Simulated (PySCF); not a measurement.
SMILES C[Se][Se], doublet at its PBE0/def2-SVP optimised geometry (Å):

```
6

C      1.0481    -0.5632     0.0000
Se    -0.9040    -0.5632     0.0000
Se    -1.4120     1.6136     0.0000
H      1.4118    -0.0488     0.8983
H      1.3739    -1.6136     0.0049
H      1.4120    -0.0573    -0.9031
```

Calculation: unrestricted PBE0/def2-TZVP in PySCF.

Map of the spin density (e/bohr³) on the plane z = 0.6 Å:

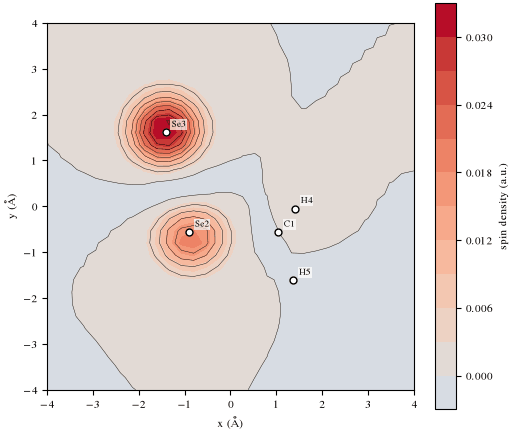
Figure: Spin density (e/bohr³) on the plane z = 0.6 Å.
